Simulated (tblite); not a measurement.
# Saddle-point search of C$_{3}$H$_{6}$F$_{3}$GeO (charge −1)

System: C$_{3}$H$_{6}$F$_{3}$GeO, charge −1.
Method: GFN2-xTB saddle search (eigenvector following) and harmonic vibrations, gas phase (tblite 0.8.0).

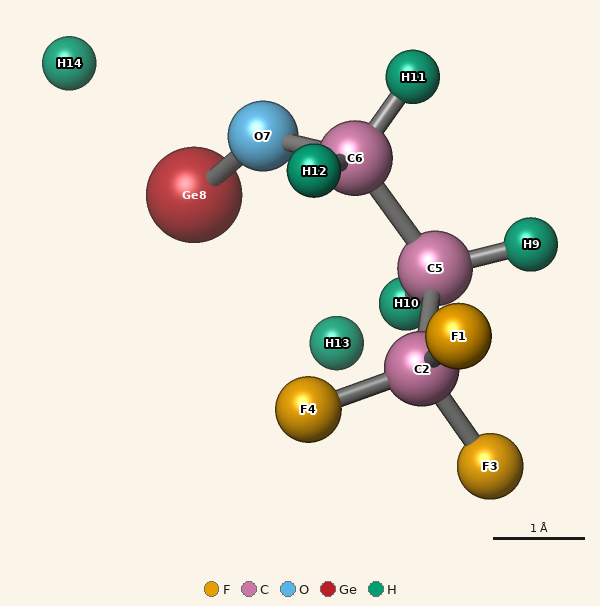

**Figure 1.** The structure as given in the input (ball-and-stick view, seen at a tilt; atoms are numbered from 1 in the order of the input). Sticks mark near contacts.

### Input
```
{"job": {"xc": "GFN2-xTB", "basis": "xTB", "kind": "saddle"}, "charge": -1, "multiplicity": 1}
F     -2.546987    -0.750319     0.698298
C     -1.772442     0.294317     0.276766
F     -2.639396     1.110398    -0.356630
F     -1.411228     0.927153     1.398200
C     -0.637536    -0.142055    -0.595710
C      0.358694    -1.055667     0.141992
O      1.617059    -0.507504     0.328579
Ge     2.574875     0.996428     0.063564
H     -1.064756    -0.629362    -1.471103
H     -0.089738     0.762485    -0.912071
H      0.471603    -1.990531    -0.429120
H     -0.052716    -1.323876     1.129146
H      0.991115     2.095342    -1.200546
H      4.201453     0.213191     0.928636
```

The first line tells a small driver script what to run in tblite; the rest is the geometry in Å.

Hardware: 1 CPU thread, shared host.

Launched with:
```bash
OMP_NUM_THREADS=1 python <driver script> task.json out
```

### What the program printed
```
step      E/eV     max force
  0    -814.12435   0.1011
  1    -814.12023   0.0660
  2    -814.12232   0.0799
  3    -814.12852   0.0632
  4    -814.13631   0.1180
  5    -814.13016   0.0404
  6    -814.13562   0.0302
  7    -814.14269   0.0395
  8    -814.15026   0.0392
  9    -814.16051   0.0494
 10    -814.17085   0.0493
 11    -814.18215   0.0409
 12    -814.19223   0.0541
 13    -814.20160   0.0558
 14    -814.21018   0.0576
 15    -814.21767   0.0662
 16    -814.22467   0.0610
 17    -814.22932   0.0822
 18    -814.23230   0.0680
 19    -814.23315   0.1248
 20    -814.23323   0.0309
 21    -814.23407   0.0395
 22    -814.23421   0.0094
 23    -814.23423   0.0084
 24    -814.23423   0.0000
lowest wavenumbers (cm-1): -198.2 38.2 56.3 114.4 172.3 183.3
```

### Trajectory as extended XYZ (Å, eV, eV/Å), 12 frames, from step=0 to step=24
```
14
Properties=species:S:1:pos:R:3:forces:R:3 step=0 energy=-814.12435
F    -2.5470   -0.7503    0.6983    0.0130   0.0010   0.0100
C    -1.7724    0.2943    0.2768    0.0130  -0.0040  -0.0070
F    -2.6394    1.1104   -0.3566   -0.0010   0.0020   0.0120
F    -1.4112    0.9272    1.3982    0.0270  -0.0010  -0.0020
C    -0.6375   -0.1421   -0.5957    0.0040   0.0090   0.0000
C     0.3587   -1.0557    0.1420   -0.0060  -0.0070  -0.0080
O     1.6171   -0.5075    0.3286   -0.0020   0.0010   0.0130
Ge    2.5749    0.9964    0.0636   -0.0460   0.0230   0.0870
H    -1.0648   -0.6294   -1.4711   -0.0040   0.0030  -0.0200
H    -0.0897    0.7625   -0.9121    0.0040  -0.0040  -0.0090
H     0.4716   -1.9905   -0.4291    0.0040  -0.0020  -0.0020
H    -0.0527   -1.3239    1.1291   -0.0130   0.0030  -0.0010
H     0.9911    2.0953   -1.2005   -0.0040  -0.0130  -0.0420
H     4.2015    0.2132    0.9286    0.0110  -0.0110  -0.0320
14
Properties=species:S:1:pos:R:3:forces:R:3 step=2 energy=-814.12232
F    -2.5109   -0.7189    0.7615    0.0200   0.0200   0.0020
C    -1.7403    0.3111    0.2955    0.0090   0.0000   0.0120
F    -2.6229    1.1277   -0.3157    0.0120   0.0010   0.0120
F    -1.3267    0.9544    1.3922    0.0020  -0.0150  -0.0290
C    -0.6441   -0.1532   -0.6122   -0.0140   0.0010   0.0040
C     0.3542   -1.0760    0.1097    0.0030  -0.0120   0.0000
O     1.6007   -0.5142    0.3357   -0.0160   0.0110  -0.0050
Ge    2.5862    0.9518   -0.0245    0.0200  -0.0450   0.0500
H    -1.1066   -0.6411   -1.4701   -0.0010   0.0060   0.0120
H    -0.0917    0.7412   -0.9495   -0.0090  -0.0120  -0.0030
H     0.4875   -1.9915   -0.4888    0.0040   0.0140   0.0000
H    -0.0676   -1.3794    1.0828    0.0040  -0.0050  -0.0210
H     0.9584    2.0952   -1.2106    0.0220  -0.0100   0.0000
H     4.1239    0.2930    1.0940   -0.0560   0.0450  -0.0350
14
Properties=species:S:1:pos:R:3:forces:R:3 step=4 energy=-814.13631
F    -2.4727   -0.6623    0.8369    0.0320   0.0300   0.0020
C    -1.6943    0.3384    0.3212    0.0200  -0.0010   0.0070
F    -2.5813    1.1688   -0.2657    0.0250  -0.0030   0.0160
F    -1.2145    0.9873    1.3865   -0.0050  -0.0280  -0.0480
C    -0.6537   -0.1736   -0.6276   -0.0310  -0.0060   0.0090
C     0.3508   -1.1079    0.0686    0.0210  -0.0310   0.0150
O     1.5716   -0.5216    0.3677   -0.0940  -0.0710   0.0060
Ge    2.5553    0.9392   -0.0178   -0.0060   0.0490  -0.0610
H    -1.1691   -0.6691   -1.4515    0.0100   0.0180   0.0390
H    -0.0953    0.7003   -1.0054   -0.0140  -0.0140   0.0000
H     0.5262   -1.9816   -0.5830    0.0030   0.0660   0.0360
H    -0.0904   -1.4832    1.0103    0.0370   0.0100  -0.0770
H     0.9551    2.0629   -1.2576   -0.0330   0.0010  -0.0230
H     4.0122    0.4024    1.2176    0.0360  -0.0220   0.0780
14
Properties=species:S:1:pos:R:3:forces:R:3 step=6 energy=-814.13562
F    -2.4785   -0.6714    0.8258    0.0070   0.0090   0.0100
C    -1.7014    0.3338    0.3195    0.0070   0.0040   0.0050
F    -2.5870    1.1648   -0.2683    0.0090   0.0040   0.0090
F    -1.2304    0.9786    1.3899    0.0130   0.0020  -0.0060
C    -0.6543   -0.1696   -0.6240   -0.0020  -0.0030  -0.0020
C     0.3517   -1.1003    0.0743    0.0080  -0.0120   0.0000
O     1.5700   -0.5123    0.3743   -0.0250  -0.0120  -0.0010
Ge    2.5573    0.9480   -0.0122   -0.0040  -0.0020   0.0080
H    -1.1622   -0.6651   -1.4509   -0.0070  -0.0020   0.0070
H    -0.0984    0.7070   -0.9983   -0.0030  -0.0080  -0.0070
H     0.5303   -1.9725   -0.5750    0.0050   0.0210   0.0010
H    -0.0886   -1.4751    1.0145    0.0090  -0.0070  -0.0280
H     0.9572    2.0578   -1.2731    0.0010  -0.0080  -0.0090
H     4.0343    0.3762    1.2036   -0.0170   0.0140   0.0140
14
Properties=species:S:1:pos:R:3:forces:R:3 step=8 energy=-814.15026
F    -2.4446   -0.6283    0.8874    0.0220   0.0200   0.0080
C    -1.6647    0.3538    0.3409    0.0140   0.0020   0.0080
F    -2.5542    1.1956   -0.2261    0.0150   0.0020   0.0120
F    -1.1410    1.0023    1.3841    0.0070  -0.0100  -0.0260
C    -0.6643   -0.1845   -0.6350   -0.0160  -0.0030   0.0020
C     0.3505   -1.1212    0.0397    0.0060  -0.0170   0.0000
O     1.5448   -0.5155    0.3952   -0.0300  -0.0150  -0.0030
Ge    2.5298    0.9467    0.0004    0.0010  -0.0060   0.0120
H    -1.2133   -0.6870   -1.4316   -0.0010   0.0050   0.0200
H    -0.1078    0.6761   -1.0432   -0.0100  -0.0130  -0.0050
H     0.5630   -1.9549   -0.6494    0.0030   0.0270   0.0050
H    -0.0988   -1.5531    0.9513    0.0120  -0.0050  -0.0370
H     0.9537    2.0225   -1.3263    0.0030  -0.0080  -0.0070
H     3.9471    0.4475    1.3126   -0.0280   0.0200   0.0100
14
Properties=species:S:1:pos:R:3:forces:R:3 step=10 energy=-814.17085
F    -2.3903   -0.5756    0.9673    0.0350   0.0300   0.0020
C    -1.6150    0.3776    0.3655    0.0170   0.0010   0.0130
F    -2.5123    1.2284   -0.1766    0.0200  -0.0010   0.0150
F    -1.0273    1.0347    1.3682   -0.0010  -0.0200  -0.0450
C    -0.6760   -0.2023   -0.6479   -0.0260  -0.0030   0.0070
C     0.3486   -1.1473   -0.0038   -0.0010  -0.0180  -0.0020
O     1.5151   -0.5282    0.4129   -0.0200  -0.0100  -0.0020
Ge    2.4915    0.9450    0.0218    0.0020  -0.0080   0.0170
H    -1.2734   -0.7106   -1.4056    0.0030   0.0110   0.0290
H    -0.1213    0.6387   -1.0961   -0.0130  -0.0140  -0.0030
H     0.5955   -1.9334   -0.7361    0.0030   0.0250   0.0020
H    -0.1076   -1.6420    0.8721    0.0100  -0.0060  -0.0360
H     0.9485    1.9802   -1.3854    0.0060  -0.0090  -0.0040
H     3.8239    0.5348    1.4437   -0.0350   0.0220   0.0050
14
Properties=species:S:1:pos:R:3:forces:R:3 step=13 energy=-814.20160
F    -2.2831   -0.4997    1.0940    0.0430   0.0350  -0.0060
C    -1.5372    0.4112    0.3987    0.0150  -0.0010   0.0160
F    -2.4573    1.2611   -0.1087    0.0190  -0.0050   0.0170
F    -0.8613    1.0953    1.3239   -0.0130  -0.0220  -0.0480
C    -0.6930   -0.2256   -0.6633   -0.0250  -0.0030   0.0110
C     0.3456   -1.1839   -0.0682    0.0000  -0.0160  -0.0030
O     1.4714   -0.5560    0.4365   -0.0150  -0.0110  -0.0080
Ge    2.4326    0.9388    0.0611    0.0010  -0.0070   0.0180
H    -1.3569   -0.7381   -1.3607    0.0070   0.0130   0.0260
H    -0.1466    0.5876   -1.1671   -0.0130  -0.0120   0.0000
H     0.6381   -1.8939   -0.8593   -0.0010   0.0190   0.0050
H    -0.1164   -1.7665    0.7490    0.0100   0.0000  -0.0300
H     0.9465    1.9147   -1.4613    0.0050  -0.0070  -0.0010
H     3.6178    0.6551    1.6253   -0.0330   0.0170   0.0030
14
Properties=species:S:1:pos:R:3:forces:R:3 step=15 energy=-814.21767
F    -2.1956   -0.4515    1.1777    0.0470   0.0430  -0.0180
C    -1.4825    0.4321    0.4172    0.0070  -0.0020   0.0200
F    -2.4238    1.2740   -0.0671    0.0200  -0.0120   0.0230
F    -0.7548    1.1407    1.2829   -0.0280  -0.0270  -0.0530
C    -0.7024   -0.2395   -0.6722   -0.0230  -0.0050   0.0130
C     0.3438   -1.2084   -0.1107   -0.0030  -0.0100  -0.0050
O     1.4524   -0.5843    0.4331    0.0000  -0.0030  -0.0020
Ge    2.3873    0.9418    0.0977   -0.0070  -0.0070   0.0050
H    -1.4071   -0.7507   -1.3294    0.0090   0.0130   0.0230
H    -0.1642    0.5562   -1.2100   -0.0110  -0.0070   0.0030
H     0.6518   -1.8769   -0.9314   -0.0010   0.0130   0.0020
H    -0.1170   -1.8334    0.6752    0.0050   0.0000  -0.0200
H     0.9433    1.8756   -1.5022    0.0060  -0.0060   0.0020
H     3.4688    0.7244    1.7392   -0.0230   0.0090   0.0070
14
Properties=species:S:1:pos:R:3:forces:R:3 step=17 energy=-814.22932
F    -2.0724   -0.4009    1.2787    0.0490   0.0510  -0.0390
C    -1.4260    0.4543    0.4336    0.0010   0.0030   0.0280
F    -2.4112    1.2634   -0.0237    0.0310  -0.0200   0.0300
F    -0.6533    1.2143    1.2139   -0.0510  -0.0380  -0.0520
C    -0.7129   -0.2511   -0.6803   -0.0200  -0.0040   0.0170
C     0.3423   -1.2300   -0.1556    0.0020  -0.0110  -0.0010
O     1.4332   -0.6130    0.4300   -0.0090  -0.0080  -0.0080
Ge    2.3327    0.9501    0.1490   -0.0040  -0.0070   0.0090
H    -1.4571   -0.7607   -1.2938    0.0130   0.0140   0.0170
H    -0.1866    0.5274   -1.2526   -0.0090  -0.0040   0.0070
H     0.6665   -1.8518   -1.0068   -0.0040   0.0160   0.0160
H    -0.1164   -1.8996    0.5946    0.0100   0.0110  -0.0210
H     0.9485    1.8285   -1.5432    0.0070  -0.0060   0.0030
H     3.3127    0.7691    1.8560   -0.0170   0.0050  -0.0050
14
Properties=species:S:1:pos:R:3:forces:R:3 step=19 energy=-814.23315
F    -1.9602   -0.3709    1.3605    0.0500   0.0880  -0.0730
C    -1.3865    0.4689    0.4521   -0.0250   0.0250   0.0590
F    -2.4175    1.2411    0.0243    0.0610  -0.0470   0.0560
F    -0.5915    1.2791    1.1601   -0.0880  -0.0610  -0.0570
C    -0.7220   -0.2509   -0.6809   -0.0010  -0.0110   0.0140
C     0.3426   -1.2377   -0.1914    0.0140  -0.0150   0.0030
O     1.4160   -0.6300    0.4348   -0.0220  -0.0180  -0.0100
Ge    2.2815    0.9629    0.1998   -0.0100  -0.0020  -0.0110
H    -1.4920   -0.7572   -1.2632   -0.0010   0.0000  -0.0010
H    -0.2072    0.5170   -1.2766    0.0030   0.0050   0.0020
H     0.6827   -1.8130   -1.0691   -0.0070   0.0200   0.0300
H    -0.1129   -1.9486    0.5227    0.0170   0.0230  -0.0230
H     0.9849    1.7521   -1.6171    0.0070  -0.0060   0.0110
H     3.1822    0.7873    1.9439    0.0010  -0.0010   0.0000
14
Properties=species:S:1:pos:R:3:forces:R:3 step=21 energy=-814.23407
F    -1.9355   -0.3668    1.3737    0.0140   0.0270  -0.0210
C    -1.3874    0.4704    0.4516   -0.0080   0.0110   0.0170
F    -2.4357    1.2213    0.0299    0.0240  -0.0180   0.0180
F    -0.5990    1.3008    1.1396   -0.0280  -0.0220  -0.0170
C    -0.7238   -0.2494   -0.6822   -0.0030   0.0000   0.0030
C     0.3411   -1.2358   -0.1928    0.0030  -0.0020   0.0020
O     1.4082   -0.6293    0.4439   -0.0050  -0.0020  -0.0030
Ge    2.2868    0.9551    0.1995   -0.0010  -0.0020   0.0010
H    -1.4934   -0.7562   -1.2648    0.0010   0.0010   0.0010
H    -0.2087    0.5186   -1.2773    0.0000   0.0000   0.0010
H     0.6876   -1.8040   -1.0712   -0.0010   0.0040   0.0040
H    -0.1159   -1.9517    0.5138    0.0030   0.0030  -0.0040
H     0.9939    1.7470   -1.6107    0.0010  -0.0020   0.0000
H     3.1818    0.7800    1.9470   -0.0010   0.0000   0.0000
14
Properties=species:S:1:pos:R:3:forces:R:3 step=24 energy=-814.23423
F    -1.9138   -0.3631    1.3882    0.0000   0.0000   0.0000
C    -1.3838    0.4721    0.4560    0.0000   0.0000   0.0000
F    -2.4431    1.2112    0.0419    0.0000   0.0000   0.0000
F    -0.5966    1.3143    1.1296    0.0000   0.0000   0.0000
C    -0.7262   -0.2472   -0.6816    0.0000   0.0000   0.0000
C     0.3407   -1.2346   -0.1984    0.0000   0.0000   0.0000
O     1.4016   -0.6300    0.4500    0.0000   0.0000   0.0000
Ge    2.2846    0.9518    0.2039    0.0000   0.0000   0.0000
H    -1.4984   -0.7532   -1.2612    0.0000   0.0000   0.0000
H    -0.2125    0.5201   -1.2787    0.0000   0.0000   0.0000
H     0.6931   -1.7910   -1.0817    0.0000   0.0000   0.0000
H    -0.1159   -1.9600    0.4983    0.0000   0.0000   0.0000
H     1.0090    1.7264   -1.6261    0.0000   0.0000   0.0000
H     3.1615    0.7834    1.9599    0.0000   0.0000   0.0000
```

### Key numbers

```json
{"quantity": "outcome", "value": "converged"}
{"quantity": "total energy", "value": "−814.2342 eV"}
{"quantity": "point group", "value": "C1"}
{"quantity": "wall time", "value": "3.8 s"}
{"quantity": "peak memory", "value": "0.2 GiB"}
```
